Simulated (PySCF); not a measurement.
**C₄H₈OSi: NMR shifts at several levels of theory**

How much do the NMR shifts of C₄H₈OSi (`[SiH3]OC=C1CC1`) depend on the level of theory, and what does each level cost?

Computed with PySCF 2.14.0, with density-fitted response routines of our own, on a single molecule in the gas phase. Atoms count from 0, in the outputs and in this text.

## 1. Starting geometry

14 atoms, charge 0, multiplicity 1; geometry from: GFN2-xTB. The atoms were then displaced at random by about 0.01 Å, so the start is not that level's minimum.

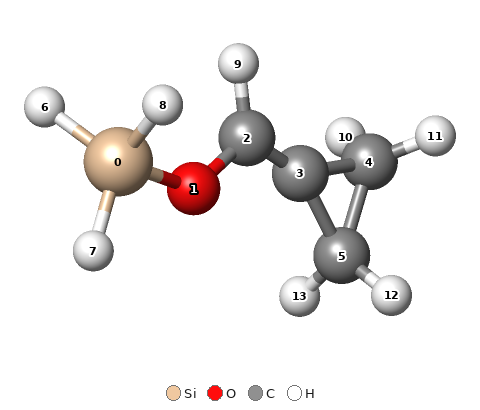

The starting geometry (silicon light orange, oxygen red, carbon grey, hydrogen white), atoms numbered.

## 2. Optimising the geometry at PBE0-D3(BJ)/def2-SVP

The job: settings as JSON, then the geometry in Å.

```
{"job": {"xc": "PBE0", "basis": "def2-SVP", "d3": "d3bj", "grid": 1, "shake": 0.01, "kind": "geom"}, "charge": 0, "multiplicity": 1}
Si     2.904780    -0.503330     0.124540
O      1.265730    -0.474920    -0.057290
C      0.309540     0.463670     0.214800
C     -0.912600     0.264650    -0.003980
C     -2.319350     0.768120     0.047840
C     -2.026090    -0.606900    -0.477660
H      3.268630    -0.292980     1.525490
H      3.182400    -1.802430    -0.394490
H      3.499960     0.603500    -0.641560
H      0.688120     1.395750     0.654380
H     -2.803110     0.862570     1.032990
H     -2.605100     1.545820    -0.634410
H     -2.144510    -0.775750    -1.547710
H     -2.315550    -1.462850     0.134350
```

Run with:

```
$ OMP_NUM_THREADS=1 python probes_run.py task.json out
```

One launch serves the whole session: the jobs run in the order shown.

Output:

```text
step   0  E = -521.24691725  max force = 0.124728
step   1  E = -521.25789010  max force = 0.020785
step   2  E = -521.25800478  max force = 0.011204
step   3  E = -521.25877189  max force = 0.006208
step   4  E = -521.25894532  max force = 0.003356
step   5  E = -521.25904029  max force = 0.002778
step   6  E = -521.25908842  max force = 0.001770
step   7  E = -521.25910603  max force = 0.001385
step   8  E = -521.25914076  max force = 0.001271
step   9  E = -521.25914956  max force = 0.001249
step  10  E = -521.25915086  max force = 0.000508
step  11  E = -521.25915104  max force = 0.000363
optimisation converged
```

Run time: 74 s. Hardware: 1 thread of Arm Neoverse V2, shared host; peak memory 0.52 GiB.

Step by step:

```
step  energy from step 0 (eV)  largest force component (eV/Å)
   0                   0.0000                          6.4138
   1                  -0.2986                          1.0688
   2                  -0.3017                          0.5761
   3                  -0.3226                          0.3192
   4                  -0.3273                          0.1726
   5                  -0.3299                          0.1429
   6                  -0.3312                          0.0910
   7                  -0.3317                          0.0712
   8                  -0.3326                          0.0654
   9                  -0.3329                          0.0642
  10                  -0.3329                          0.0261
  11                  -0.3329                          0.0187
```

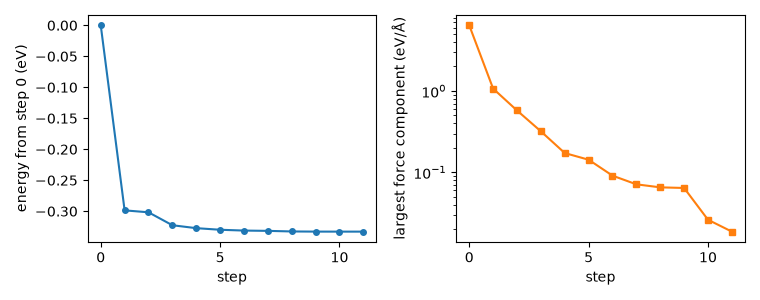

Energy and force, step by step.

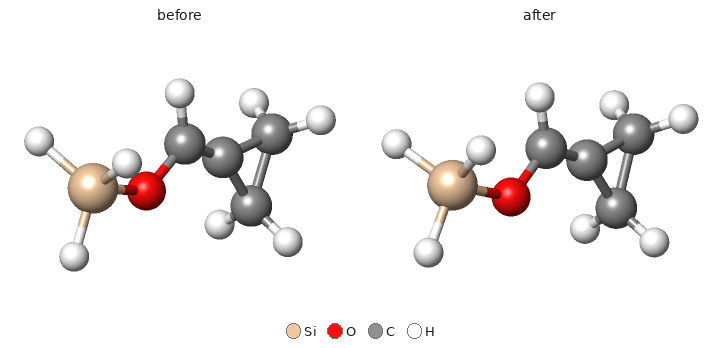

Before and after, at one scale.

Distances of close pairs at the start and the end, largest changes first:

```
  bond  before (Å)  after (Å)  change (Å)
 C2–C3       1.257      1.323      +0.066
Si0–H7       1.426      1.485      +0.059
 C3–C4       1.495      1.461      -0.034
 C3–C5       1.491      1.459      -0.032
Si0–H6       1.463      1.495      +0.032
 C4–C5       1.501      1.526      +0.025
Si0–O1       1.649      1.674      +0.025
Si0–H8       1.472      1.495      +0.023
```

The next job starts from the end point, and lists it.

```
                         at the end point                 value
  point group (found at 0.08 Å tolerance)                    C1
rotational constants (GHz, main isotopes)  13.305, 1.137, 1.077
                        dipole moment (D)                  0.76
```

## 3. Nuclear shieldings: PBE0/pcSseg-1

The job: settings as JSON, then the geometry in Å.

```
{"job": {"kind": "nmr", "xc": "PBE0", "basis": "pcSseg-1", "pop": false}, "charge": 0, "multiplicity": 1}
Si     2.757573    -0.222672     0.272552
O      1.131195    -0.272012    -0.122277
C      0.208827     0.662440     0.219543
C     -1.085904     0.500201    -0.001295
C     -2.441004     1.035919     0.104879
C     -2.170035    -0.338375    -0.500905
H      2.939899    -0.209161     1.756152
H      3.355578    -1.448712    -0.315204
H      3.398253     1.000487    -0.300410
H      0.586553     1.582063     0.688044
H     -2.920322     1.078162     1.089917
H     -2.746404     1.841442    -0.573226
H     -2.289497    -0.455441    -1.584111
H     -2.458503    -1.223235     0.078061
```

Method: GIAO PBE0/pcSseg-1 NMR shielding, non-relativistic, gas phase.

Output:

```text
coarse grid: 12016 points
cycle   1  E = -521.3508308161  dE =  7.857e-01  |g| = 6.212e-01  |ddm| = 3.423e+00
cycle   2  E = -521.2517221941  dE =  9.911e-02  |g| = 9.603e-01  |ddm| = 1.552e+00
cycle   3  E = -521.4245035544  dE = -1.728e-01  |g| = 8.745e-02  |ddm| = 1.061e+00
cycle   4  E = -521.4253790226  dE = -8.755e-04  |g| = 5.452e-02  |ddm| = 1.137e-01
cycle   5  E = -521.4260800373  dE = -7.010e-04  |g| = 1.396e-02  |ddm| = 5.435e-02
cycle   6  E = -521.4261233946  dE = -4.336e-05  |g| = 3.613e-03  |ddm| = 1.293e-02
cycle   7  E = -521.4261264642  dE = -3.070e-06  |g| = 3.397e-04  |ddm| = 3.330e-03
final grid: 110944 points
cycle   8  E = -521.4714057579  dE = -1.491e-05  |g| = 9.204e-03  |ddm| = 2.322e-02
cycle   9  E = -521.4713832530  dE =  2.250e-05  |g| = 1.418e-02  |ddm| = 1.698e-02
cycle  10  E = -521.4714220399  dE = -3.879e-05  |g| = 1.902e-03  |ddm| = 1.169e-02
cycle  11  E = -521.4714228912  dE = -8.513e-07  |g| = 2.027e-04  |ddm| = 1.706e-03
cycle  12  E = -521.4714228968  dE = -5.635e-09  |g| = 1.181e-04  |ddm| = 2.403e-04
cycle  13  E = -521.4714229001  dE = -3.293e-09  |g| = 1.858e-05  |ddm| = 1.136e-04
cycle  14  E = -521.4714229002  dE = -7.321e-11  |g| = 3.225e-06  |ddm| = 2.373e-05
converged SCF energy = -521.4714229002

GIAO shielding tensors (ppm)
atom      isotropic    diamagn.    paramagn.     s11        s22        s33       span
  0 Si     382.314     878.840    -496.525    332.738    350.077    464.128    131.390
  1 O      248.099     400.086    -151.987    158.309    253.901    332.088    173.779
  2 C       45.514     255.133    -209.619    -41.110     79.416     98.237    139.347
  3 C       77.187     254.076    -176.888     -9.282     51.944    188.901    198.183
  4 C      180.214     255.641     -75.428    155.029    167.750    217.862     62.833
  5 C      179.504     250.754     -71.250    152.128    167.513    218.872     66.743
  6 H       26.340      28.453      -2.113     23.339     24.703     30.978      7.639
  7 H       26.407      28.582      -2.175     23.192     25.040     30.988      7.796
  8 H       26.295      28.217      -1.922     23.330     24.665     30.890      7.559
  9 H       24.505      30.949      -6.444     20.105     25.012     28.398      8.294
 10 H       30.054      29.596       0.458     24.958     26.254     38.952     13.994
 11 H       30.048      29.362       0.686     24.957     26.211     38.974     14.017
 12 H       30.081      29.454       0.627     25.487     25.942     38.815     13.328
 13 H       30.092      29.670       0.421     25.479     26.010     38.786     13.308
```

Run time: 13 s. Hardware: 1 thread of Arm Neoverse V2, shared host; peak memory 0.84 GiB.

Shifts follow as δ = σ(reference) − σ, with reference shieldings (ppm) from runs at the same level and on the same kind of geometry: ¹H TMS 31.27, ¹³C TMS 184.4, ²⁹Si TMS 352.0, ¹⁷O H2O 334.6. The references are single molecules in the gas phase, so shifts against H2O, NH3, PH3, H3PO4 or CFCl3 are not on the usual liquid scales and can be off by tens of ppm. Atoms listed in one row are averaged.

```
     atoms                                    environment  σ (ppm)  δ (ppm)  δ scaled to CDCl3
        C2                   alkene carbon bearing oxygen     45.5    138.9              134.4
        C3  β carbon of an enol-ether or enamine type C=C     77.2    107.2              103.6
        C5                     three-membered-ring carbon    179.5      4.9                4.3
        C4                     three-membered-ring carbon    180.2      4.2                3.6
        H9    hydrogen on an alkene carbon bearing oxygen    24.50     6.76               6.62
H6, H7, H8              hydrogen on a silicon bonded to O    26.35     4.92                  –
  H10, H11       hydrogen on a three-membered-ring carbon    30.05     1.22               1.37
  H12, H13       hydrogen on a three-membered-ring carbon    30.09     1.18               1.34
       Si0                       silicon bonded to O, 3 H    382.3    -30.3                  –
        O1                         oxygen bonded to C, Si    248.1     86.5                  –
```

The scaled column applies a straight-line fit of computed shieldings to shifts measured in CDCl3 (root-mean-square error 0.21 ppm for H, 2.0 ppm for C).

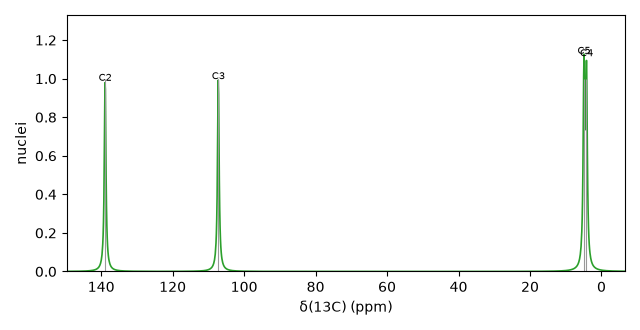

¹³C lines at the computed shifts, without couplings. Lines are broadened to a width of 0.54 ppm (Lorentzian).

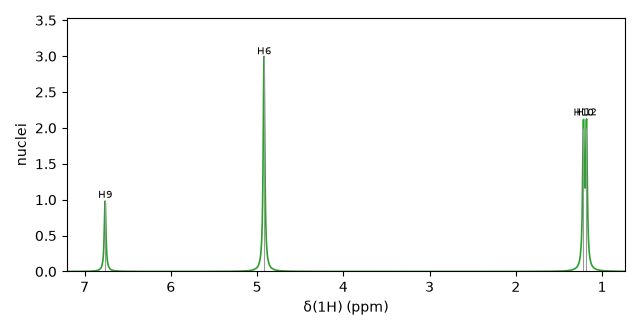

¹H lines at the computed shifts, without couplings. Lines are broadened to a width of 0.02 ppm (Lorentzian).

Ring of atoms C3, C4, C5: NICS(0) -34.7, NICS(1) -7.6, NICS(1)zz -19.6 ppm (means of both faces).

In rings of three or four atoms NICS is ruled by the nearby σ bonds, so it says little on aromaticity.

## 4. NMR shieldings: mPW1PW91/pcSseg-1

The job, as its differences from that of step 3:

```diff
@@ -1,2 +1,2 @@
-{"job": {"kind": "nmr", "xc": "PBE0", "basis": "pcSseg-1", "pop": false}, "charge": 0, "multiplicity": 1}
+{"job": {"kind": "nmr", "xc": "mPW1PW91", "basis": "pcSseg-1", "pop": false}, "charge": 0, "multiplicity": 1}
 Si     2.757573    -0.222672     0.272552
```

With the program's defaults for keys left out, this is: GIAO mPW1PW91/pcSseg-1 NMR shielding, non-relativistic, gas phase.

Output:

```text
coarse grid: 12016 points
cycle   1  E = -521.6968765589  dE =  7.857e-01  |g| = 6.352e-01  |ddm| = 3.424e+00
cycle   2  E = -521.5920795010  dE =  1.048e-01  |g| = 9.848e-01  |ddm| = 1.581e+00
cycle   3  E = -521.7733839964  dE = -1.813e-01  |g| = 8.995e-02  |ddm| = 1.088e+00
cycle   4  E = -521.7743096067  dE = -9.256e-04  |g| = 5.678e-02  |ddm| = 1.180e-01
cycle   5  E = -521.7750747819  dE = -7.652e-04  |g| = 1.402e-02  |ddm| = 5.573e-02
cycle   6  E = -521.7751186475  dE = -4.387e-05  |g| = 3.608e-03  |ddm| = 1.305e-02
cycle   7  E = -521.7751217163  dE = -3.069e-06  |g| = 3.506e-04  |ddm| = 3.363e-03
final grid: 110944 points
cycle   8  E = -521.8210797449  dE = -1.911e-05  |g| = 6.180e-03  |ddm| = 2.220e-02
cycle   9  E = -521.8210697733  dE =  9.972e-06  |g| = 9.456e-03  |ddm| = 1.141e-02
cycle  10  E = -521.8210872119  dE = -1.744e-05  |g| = 1.307e-03  |ddm| = 7.808e-03
cycle  11  E = -521.8210876122  dE = -4.003e-07  |g| = 1.298e-04  |ddm| = 1.162e-03
cycle  12  E = -521.8210876132  dE = -1.056e-09  |g| = 1.079e-04  |ddm| = 1.778e-04
cycle  13  E = -521.8210876159  dE = -2.684e-09  |g| = 1.298e-05  |ddm| = 9.722e-05
cycle  14  E = -521.8210876160  dE = -3.911e-11  |g| = 2.525e-06  |ddm| = 1.926e-05
converged SCF energy = -521.8210876160

GIAO shielding tensors (ppm)
atom      isotropic    diamagn.    paramagn.     s11        s22        s33       span
  0 Si     381.153     878.879    -497.726    332.698    349.786    460.975    128.277
  1 O      247.629     400.321    -152.691    158.809    252.966    331.113    172.304
  2 C       44.640     255.151    -210.511    -42.466     78.656     97.731    140.197
  3 C       76.151     254.332    -178.181    -10.444     50.558    188.340    198.784
  4 C      179.221     255.593     -76.371    153.897    166.698    217.069     63.172
  5 C      178.537     250.605     -72.069    151.033    166.460    218.116     67.083
  6 H       26.439      28.531      -2.092     23.443     24.811     31.063      7.620
  7 H       26.509      28.646      -2.137     23.295     25.143     31.090      7.795
  8 H       26.395      28.292      -1.898     23.433     24.773     30.978      7.545
  9 H       24.566      31.028      -6.462     20.174     25.062     28.462      8.288
 10 H       30.107      29.638       0.469     25.033     26.348     38.938     13.905
 11 H       30.100      29.403       0.697     25.033     26.305     38.961     13.928
 12 H       30.132      29.478       0.653     25.560     26.034     38.801     13.241
 13 H       30.143      29.696       0.447     25.554     26.102     38.773     13.220
```

It took 13 s on 1 thread of Arm Neoverse V2, shared host; peak memory 0.82 GiB.

In short: δ C2 138.9, C3 107.4, C5 5.0, C4 4.3, H9 6.75, H6 4.87 ppm (means over like atoms).

## 5. Nuclear shieldings: WP04/pcSseg-1

The job, as its differences from that of step 4:

```diff
@@ -1,2 +1,2 @@
-{"job": {"kind": "nmr", "xc": "mPW1PW91", "basis": "pcSseg-1", "pop": false}, "charge": 0, "multiplicity": 1}
+{"job": {"kind": "nmr", "xc": "WP04", "basis": "pcSseg-1", "pop": false}, "charge": 0, "multiplicity": 1}
 Si     2.757573    -0.222672     0.272552
```

Level: GIAO WP04/pcSseg-1 NMR shielding, non-relativistic, gas phase.

Output:

```text
coarse grid: 12016 points
cycle   1  E = -530.3593907568  dE =  7.076e-01  |g| = 9.713e-01  |ddm| = 3.498e+00
cycle   2  E = -529.9279455067  dE =  4.314e-01  |g| = 1.742e+00  |ddm| = 2.551e+00
cycle   3  E = -530.5264175919  dE = -5.985e-01  |g| = 2.207e-01  |ddm| = 2.070e+00
cycle   4  E = -530.5319029422  dE = -5.485e-03  |g| = 1.446e-01  |ddm| = 2.853e-01
cycle   5  E = -530.5367427984  dE = -4.840e-03  |g| = 4.596e-02  |ddm| = 1.452e-01
cycle   6  E = -530.5372508679  dE = -5.081e-04  |g| = 9.823e-03  |ddm| = 4.065e-02
cycle   7  E = -530.5372738693  dE = -2.300e-05  |g| = 9.965e-04  |ddm| = 8.662e-03
cycle   8  E = -530.5372740346  dE = -1.652e-07  |g| = 4.858e-04  |ddm| = 1.249e-03
final grid: 110944 points
cycle   9  E = -530.6019876593  dE = -3.286e-05  |g| = 7.566e-03  |ddm| = 2.798e-02
cycle  10  E = -530.6019700220  dE =  1.764e-05  |g| = 1.190e-02  |ddm| = 1.368e-02
cycle  11  E = -530.6019988103  dE = -2.879e-05  |g| = 2.524e-03  |ddm| = 9.886e-03
cycle  12  E = -530.6020003166  dE = -1.506e-06  |g| = 2.810e-04  |ddm| = 2.195e-03
cycle  13  E = -530.6020003267  dE = -1.017e-08  |g| = 1.763e-04  |ddm| = 3.301e-04
cycle  14  E = -530.6020003334  dE = -6.650e-09  |g| = 4.253e-05  |ddm| = 1.591e-04
cycle  15  E = -530.6020003338  dE = -4.227e-10  |g| = 6.417e-06  |ddm| = 4.904e-05
converged SCF energy = -530.6020003338

GIAO shielding tensors (ppm)
atom      isotropic    diamagn.    paramagn.     s11        s22        s33       span
  0 Si     378.275     880.766    -502.491    338.814    354.352    441.660    102.846
  1 O      234.537     403.526    -168.989    156.455    237.078    310.079    153.624
  2 C       33.588     256.814    -223.226    -53.058     66.743     87.080    140.138
  3 C       62.937     255.002    -192.065    -22.214     31.901    179.124    201.337
  4 C      166.367     257.554     -91.187    139.074    153.762    206.264     67.189
  5 C      166.011     252.593     -86.582    136.819    153.530    207.685     70.866
  6 H       27.388      29.484      -2.095     24.497     25.798     31.870      7.373
  7 H       27.492      29.418      -1.925     24.340     26.101     32.036      7.695
  8 H       27.350      29.165      -1.815     24.483     25.766     31.801      7.317
  9 H       25.056      32.053      -6.997     20.854     25.439     28.875      8.020
 10 H       30.369      29.948       0.421     25.591     27.067     38.448     12.856
 11 H       30.362      29.587       0.775     25.589     27.027     38.469     12.880
 12 H       30.383      30.047       0.335     26.076     26.754     38.318     12.242
 13 H       30.396      30.394       0.002     26.077     26.813     38.298     12.221
```

It took 13 s on 1 thread of Arm Neoverse V2, shared host; peak memory 0.84 GiB.

Key values: δ C2 138.9, C3 109.5, C5 6.4, C4 6.1, H9 6.51, H6 4.15 ppm (means over like atoms).

## 6. NMR shieldings: B97-2/pcSseg-1

The job, as its differences from that of step 5:

```diff
@@ -1,2 +1,2 @@
-{"job": {"kind": "nmr", "xc": "WP04", "basis": "pcSseg-1", "pop": false}, "charge": 0, "multiplicity": 1}
+{"job": {"kind": "nmr", "xc": "B97-2", "basis": "pcSseg-1", "pop": false}, "charge": 0, "multiplicity": 1}
 Si     2.757573    -0.222672     0.272552
```

Level: GIAO B97-2/pcSseg-1 NMR shielding, non-relativistic, gas phase.

Output:

```text
coarse grid: 12016 points
cycle   1  E = -521.6777933612  dE =  7.566e-01  |g| = 6.453e-01  |ddm| = 3.435e+00
cycle   2  E = -521.5536483646  dE =  1.241e-01  |g| = 1.033e+00  |ddm| = 1.663e+00
cycle   3  E = -521.7573186477  dE = -2.037e-01  |g| = 9.514e-02  |ddm| = 1.172e+00
cycle   4  E = -521.7583623096  dE = -1.044e-03  |g| = 6.206e-02  |ddm| = 1.307e-01
cycle   5  E = -521.7592878284  dE = -9.255e-04  |g| = 1.500e-02  |ddm| = 6.148e-02
cycle   6  E = -521.7593390611  dE = -5.123e-05  |g| = 3.946e-03  |ddm| = 1.432e-02
cycle   7  E = -521.7593427975  dE = -3.736e-06  |g| = 4.012e-04  |ddm| = 3.790e-03
final grid: 110944 points
cycle   8  E = -521.7986834670  dE = -3.912e-05  |g| = 4.970e-03  |ddm| = 2.630e-02
cycle   9  E = -521.7986774964  dE =  5.971e-06  |g| = 7.367e-03  |ddm| = 8.440e-03
cycle  10  E = -521.7986867403  dE = -9.244e-06  |g| = 9.872e-04  |ddm| = 6.355e-03
cycle  11  E = -521.7986868896  dE = -1.493e-07  |g| = 4.424e-04  |ddm| = 1.085e-03
cycle  12  E = -521.7986869380  dE = -4.847e-08  |g| = 4.120e-05  |ddm| = 3.769e-04
cycle  13  E = -521.7986869384  dE = -3.363e-10  |g| = 1.577e-05  |ddm| = 6.098e-05
converged SCF energy = -521.7986869384

GIAO shielding tensors (ppm)
atom      isotropic    diamagn.    paramagn.     s11        s22        s33       span
  0 Si     389.579     878.963    -489.383    342.627    359.609    466.501    123.875
  1 O      247.064     400.398    -153.333    160.171    251.937    329.085    168.915
  2 C       47.379     255.218    -207.839    -36.935     80.941     98.131    135.065
  3 C       78.939     254.318    -175.379     -5.210     53.283    188.745    193.955
  4 C      179.146     255.646     -76.500    154.206    166.507    216.726     62.521
  5 C      178.545     250.824     -72.279    151.551    166.307    217.777     66.227
  6 H       26.555      28.670      -2.115     23.573     24.929     31.164      7.590
  7 H       26.638      28.783      -2.145     23.432     25.276     31.207      7.775
  8 H       26.511      28.423      -1.912     23.563     24.892     31.078      7.515
  9 H       24.627      31.193      -6.566     20.239     25.183     28.459      8.220
 10 H       30.162      29.708       0.454     25.096     26.469     38.920     13.824
 11 H       30.155      29.453       0.702     25.096     26.426     38.943     13.847
 12 H       30.188      29.610       0.578     25.615     26.161     38.787     13.172
 13 H       30.199      29.846       0.353     25.609     26.228     38.760     13.151
```

Run time: 12 s. Hardware: 1 thread of Arm Neoverse V2, shared host; peak memory 0.84 GiB.

This run: δ C2 136.3, C3 104.8, C5 5.1, C4 4.5, H9 6.75, H6 4.81 ppm (means over like atoms).

## 7. NMR shieldings: BHandHLYP/pcSseg-1

The job, as its differences from that of step 6:

```diff
@@ -1,2 +1,2 @@
-{"job": {"kind": "nmr", "xc": "B97-2", "basis": "pcSseg-1", "pop": false}, "charge": 0, "multiplicity": 1}
+{"job": {"kind": "nmr", "xc": "BHandHLYP", "basis": "pcSseg-1", "pop": false}, "charge": 0, "multiplicity": 1}
 Si     2.757573    -0.222672     0.272552
```

Level: GIAO BHandHLYP/pcSseg-1 NMR shielding, non-relativistic, gas phase.

Output:

```text
coarse grid: 12016 points
cycle   1  E = -521.6170028561  dE =  9.350e-01  |g| = 5.887e-01  |ddm| = 3.382e+00
cycle   2  E = -521.6092163702  dE =  7.786e-03  |g| = 6.656e-01  |ddm| = 1.119e+00
cycle   3  E = -521.6868577971  dE = -7.764e-02  |g| = 6.263e-02  |ddm| = 6.394e-01
cycle   4  E = -521.6873659124  dE = -5.081e-04  |g| = 3.668e-02  |ddm| = 7.667e-02
cycle   5  E = -521.6876793254  dE = -3.134e-04  |g| = 8.156e-03  |ddm| = 3.579e-02
cycle   6  E = -521.6876939822  dE = -1.466e-05  |g| = 1.326e-03  |ddm| = 7.510e-03
cycle   7  E = -521.6876943867  dE = -4.045e-07  |g| = 4.169e-04  |ddm| = 1.565e-03
final grid: 110944 points
cycle   8  E = -521.7236711465  dE = -1.111e-05  |g| = 2.308e-03  |ddm| = 1.163e-02
cycle   9  E = -521.7236715346  dE = -3.881e-07  |g| = 2.018e-03  |ddm| = 3.684e-03
cycle  10  E = -521.7236724774  dE = -9.429e-07  |g| = 3.800e-04  |ddm| = 1.773e-03
cycle  11  E = -521.7236725062  dE = -2.872e-08  |g| = 1.204e-04  |ddm| = 3.767e-04
cycle  12  E = -521.7236725096  dE = -3.433e-09  |g| = 2.087e-05  |ddm| = 1.425e-04
cycle  13  E = -521.7236725097  dE = -9.481e-11  |g| = 4.565e-06  |ddm| = 2.677e-05
converged SCF energy = -521.7236725097

GIAO shielding tensors (ppm)
atom      isotropic    diamagn.    paramagn.     s11        s22        s33       span
  0 Si     393.923     877.423    -483.500    349.914    365.169    466.685    116.771
  1 O      259.978     401.440    -141.461    181.901    264.264    333.770    151.868
  2 C       44.774     254.627    -209.853    -49.074     81.791    101.605    150.679
  3 C       75.023     253.087    -178.064    -15.971     49.205    191.836    207.807
  4 C      182.011     255.495     -73.484    156.474    168.591    220.969     64.496
  5 C      181.125     250.302     -69.177    153.341    168.142    221.892     68.551
  6 H       26.822      28.689      -1.867     23.822     25.182     31.463      7.641
  7 H       26.844      28.763      -1.920     23.582     25.399     31.550      7.967
  8 H       26.779      28.455      -1.676     23.806     25.140     31.391      7.585
  9 H       24.786      31.038      -6.252     20.375     25.210     28.774      8.399
 10 H       30.281      29.792       0.489     25.137     26.388     39.318     14.181
 11 H       30.276      29.546       0.730     25.139     26.345     39.343     14.204
 12 H       30.290      29.581       0.709     25.684     26.041     39.145     13.461
 13 H       30.302      29.814       0.488     25.673     26.116     39.118     13.445
```

It took 12 s on 1 thread of Arm Neoverse V2, shared host; peak memory 0.84 GiB.

This run: δ C2 139.2, C3 109.0, C5 2.9, C4 2.0, H9 6.66, H6 4.63 ppm (means over like atoms).

[end of part 1 of 2]
